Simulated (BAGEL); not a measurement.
# A workflow on GaH2ClO (SMILES [OH][GaH][Cl])

Wanted: the energy (HF/def2-SV(P)), then the energy (NEVPT2(2,2)/def2-SV(P)), then the energy (CASPT2(2,2)/def2-SV(P)) of GaH2ClO. 

The results are computed with BAGEL 1.2.2.

1 further run of the same task is left out (set aside as unsound or not needed).

### 1 The structure to begin with

GaH2ClO: 5 atoms, total charge 0, spin state singlet. SMILES: `[OH][GaH][Cl]`. The shape is that of a PBE0-D4/def2-TZVP optimisation. This is one conformer, not always the lowest.

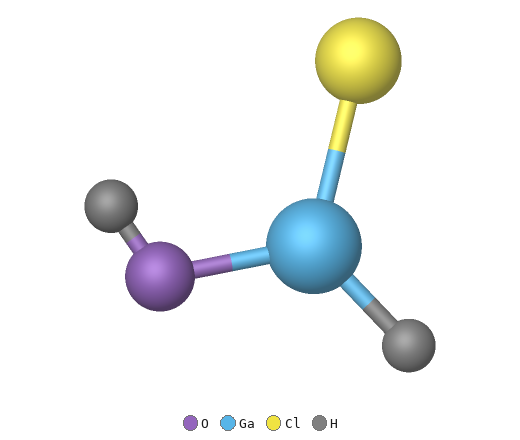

Viewed from a chosen angle; oxygen purple, gallium blue, chlorine yellow, hydrogen grey.

### 2 A single-point energy at HF/def2-SV(P) (density fitting with svp-jkfit) (run 1)

The input, input.json:

```json
{ "bagel": [

{
  "title": "molecule",
  "basis": "def2-sv_p_.json",
  "df_basis": "svp-jkfit",
  "angstrom": "false",
  "geometry": [
    { "atom": "O", "xyz": [    -2.17769204,     0.97514214,    -0.93899735 ] },
    { "atom": "Ga", "xyz": [     0.88819962,     0.39329547,     0.27628552 ] },
    { "atom": "Cl", "xyz": [     1.75274933,    -3.50842206,     0.95356336 ] },
    { "atom": "H", "xyz": [    -3.16018900,    -0.53252482,    -1.17597657 ] },
    { "atom": "H", "xyz": [     2.79153178,     2.53341031,     0.80673164 ] }
  ]
},

{ "title": "hf" },

{ "title": "print", "file": "orbitals.molden", "orbitals": "true" }

]}
```

The basis set def2-SV(P) is read from a file made from the Basis Set Exchange's data (not shown).

Started as:

```sh
BAGEL_NUM_THREADS=1 BAGEL input.json > input.out
```

Output:

```text
* using 1 threads per process

  ===============================================================
  ===============================================================

  *** Geometry ***

  { "atom" : "O", "xyz" : [     -2.177692,      0.975142,     -0.938997 ] },
  { "atom" : "Ga", "xyz" : [      0.888200,      0.393295,      0.276286 ] },
  { "atom" : "Cl", "xyz" : [      1.752749,     -3.508422,      0.953563 ] },
  { "atom" : "H", "xyz" : [     -3.160189,     -0.532525,     -1.175977 ] },
  { "atom" : "H", "xyz" : [      2.791532,      2.533410,      0.806732 ] },

  Number of auxiliary basis functions:      507

  Since a DF basis is specified, we compute 2- and 3-index integrals:
    o Being stored without compression. Storage requirement is 0.019 GB

  Number of basis functions:       68
  Number of electrons      :       58

    * METHOD: MOLECULE                             0.23

  *** RHF ***

  === Nuclear Repulsion ===
   255.0545376423

      * DIIS with orbital gradients will be used.

  === RHF iteration (def2-sv_p_.json) ===
      0      -2458.20482342          0.02219331           0.07
      1      -2458.30250952          0.01685977           0.07
      2      -2458.39451846          0.00121843           0.06
      3      -2458.39542509          0.00036455           0.07
      4      -2458.39550734          0.00008044           0.07
      5      -2458.39551126          0.00002957           0.07
      6      -2458.39551176          0.00001163           0.06
      7      -2458.39551188          0.00000214           0.06
      8      -2458.39551188          0.00000054           0.07
      9      -2458.39551188          0.00000018           0.07
     10      -2458.39551188          0.00000007           0.07
     11      -2458.39551188          0.00000003           0.07
     12      -2458.39551188          0.00000001           0.07
    * SCF iteration converged.

    * Permanent dipole moment:
           (   -0.054414,    -0.099117,    -0.012099) a.u.

    * METHOD: HF                                   1.06

    * METHOD: PRINT                                0.01

  ===============================================================
```

Run time: 1.4 s. Hardware: 1 thread of Arm Neoverse V1, shared host; peak memory 0.15 GiB.

### 3 The energy at NEVPT2(2,2)/def2-SV(P) (density fitting with svp-jkfit) (run 2)

The input, input.json:

```json
{ "bagel" : [

{
  "title" : "molecule",
  "basis" : "def2-sv_p_.json",
  "df_basis" : "svp-jkfit",
  "angstrom" : "false",
  "geometry" : [
    { "atom" : "O", "xyz" : [ -2.17769204,  0.97514214, -0.93899735 ] },
    { "atom" : "Ga", "xyz" : [  0.88819962,  0.39329547,  0.27628552 ] },
    { "atom" : "Cl", "xyz" : [  1.75274933, -3.50842206,  0.95356336 ] },
    { "atom" : "H", "xyz" : [ -3.16018900, -0.53252482, -1.17597657 ] },
    { "atom" : "H", "xyz" : [  2.79153178,  2.53341031,  0.80673164 ] }
  ]
},
{ "title" : "hf" },
{ "title" : "nevpt2", "nstate" : 1, "nact" : 2, "nclosed" : 28, "active" : [23, 45], "maxiter" : 200, "natocc" : "true", "ncore" : 15 },
{ "title" : "print", "file" : "orbitals.molden", "orbitals" : "true" }

]}
```

The basis set def2-SV(P) is read from a file made from the Basis Set Exchange's data (not shown).

Started as:

```sh
BAGEL_NUM_THREADS=1 BAGEL input.json > input.out
```

Output:

```text
* using 1 threads per process

  ===============================================================
  ===============================================================

  *** Geometry ***

  { "atom" : "O", "xyz" : [     -2.177692,      0.975142,     -0.938997 ] },
  { "atom" : "Ga", "xyz" : [      0.888200,      0.393295,      0.276286 ] },
  { "atom" : "Cl", "xyz" : [      1.752749,     -3.508422,      0.953563 ] },
  { "atom" : "H", "xyz" : [     -3.160189,     -0.532525,     -1.175977 ] },
  { "atom" : "H", "xyz" : [      2.791532,      2.533410,      0.806732 ] },

  Number of auxiliary basis functions:      507

  Since a DF basis is specified, we compute 2- and 3-index integrals:
    o Being stored without compression. Storage requirement is 0.019 GB

[... 18 lines left out ...]
    * SCF iteration converged.
[... 1 line left out ...]
    * Permanent dipole moment:
[... 28 lines left out ...]
    * Second-order optimization converged. *

     guess   0:   closed 1.                   open ..

  === FCI iteration ===

      0  0     -2458.39527071     1.06e-01      0.00
      1  0     -2458.41687804     2.86e-03      0.00
      2  0 *   -2458.41690446     1.57e-15      0.00

     * ci vector, state   0, <S^2> = 0.0000
       2.     0.9948571465
       .2    -0.1012879961

  === DF-NEVPT2 calculation ===

    * 3-index integral transformation done
    * assembly done

      NEVPT2 correlation energy:   -0.4985564953      0.08

          (+0)     -0.4235371120
          (+0)'    -0.0364919905
          (+1)     -0.0049237704
          (+1)'    -0.0000000000
          (+2)     -0.0004376693
          (-1)     -0.0286443835
          (-1)'     0.0000000000
          (-2)     -0.0045215696

      NEVPT2 total energy:       -2458.9154609554

    * METHOD: NEVPT2                               4.22

    * METHOD: PRINT                                0.01

  ===============================================================
```

Run time: 5.7 s. Hardware: 1 thread of Arm Neoverse V1, shared host; peak memory 0.15 GiB.

### 4 A single-point energy at CASPT2(2,2)/def2-SV(P) (density fitting with svp-jkfit) (run 3)

The input, caspt2.json:

```json
{ "bagel": [

{
  "title": "molecule",
  "basis": "def2-sv_p_.json",
  "df_basis": "svp-jkfit",
  "geometry": [
    { "atom": "O", "xyz": [    -2.17769204,     0.97514214,    -0.93899735 ] },
    { "atom": "Ga", "xyz": [     0.88819962,     0.39329547,     0.27628552 ] },
    { "atom": "Cl", "xyz": [     1.75274933,    -3.50842206,     0.95356336 ] },
    { "atom": "H", "xyz": [    -3.16018900,    -0.53252482,    -1.17597657 ] },
    { "atom": "H", "xyz": [     2.79153178,     2.53341031,     0.80673164 ] }
  ]
},

{
  "title": "hf"
},

{
  "title": "casscf",
  "nstate": 1,
  "nact": 2,
  "nclosed": 28,
  "active": [23, 45],
  "maxiter": 200,
  "natocc": true
},

{
  "title": "print",
  "file": "orbitals.molden",
  "orbitals": true
},

{
  "title": "smith",
  "method": "caspt2",
  "ms": true,
  "xms": true,
  "sssr": true,
  "shift": 0.2,
  "shift_imag": true,
  "ncore": 15
}

]}
```

The basis set def2-SV(P) is read from a file made from the Basis Set Exchange's data (not shown).

Started as:

```sh
BAGEL_NUM_THREADS=1 BAGEL caspt2.json > caspt2.out
```

Output:

```text
* using 1 threads per process

  ===============================================================
  ===============================================================

  *** Geometry ***

  { "atom" : "O", "xyz" : [     -2.177692,      0.975142,     -0.938997 ] },
  { "atom" : "Ga", "xyz" : [      0.888200,      0.393295,      0.276286 ] },
  { "atom" : "Cl", "xyz" : [      1.752749,     -3.508422,      0.953563 ] },
  { "atom" : "H", "xyz" : [     -3.160189,     -0.532525,     -1.175977 ] },
  { "atom" : "H", "xyz" : [      2.791532,      2.533410,      0.806732 ] },

  Number of auxiliary basis functions:      507

  Since a DF basis is specified, we compute 2- and 3-index integrals:
    o Being stored without compression. Storage requirement is 0.019 GB

[... 18 lines left out ...]
    * SCF iteration converged.
[... 1 line left out ...]
    * Permanent dipole moment:
[... 27 lines left out ...]
    * Second-order optimization converged. *
[... 9 lines left out ...]
     * ci vector, state   0, <S^2> = 0.0000
[... 16 lines left out ...]
    * Zeroth order energy : state  0       -1.5489903763
[... 4 lines left out ...]
       #      aibj      arbs      arbi      airj      risj      airs      arst      rist         Etot      error   time
[... 10 lines left out ...]
      ------------------------------------------------------------------------------------------------------------------

    * CASPT2 energy : state  0    -2458.9153618423
        w/o shift correction      -2458.9133910034
        reference weight              0.8768871782

    * METHOD: SMITH                                0.47

  ===============================================================
```

Run time: 6 s. Hardware: 1 thread of Arm Neoverse V1, shared host; peak memory 0.15 GiB.

### 5 Summary of results

| quantity | value |
| --- | --- |
| run 1, HF/def2-SV(P): total energy | -2458.39551 Eh |
| run 1, HF/def2-SV(P): dipole moment | 0.29 D |
| run 1, HF/def2-SV(P): HOMO energy | -12.25 eV |
| run 1, HF/def2-SV(P): LUMO energy | 1.83 eV |
| run 1, HF/def2-SV(P): HOMO–LUMO gap | 14.08 eV |
| run 2, NEVPT2(2,2)/def2-SV(P): total energy | -2458.91546 Eh |
| run 3, CASPT2(2,2)/def2-SV(P): total energy | -2458.91536 Eh |
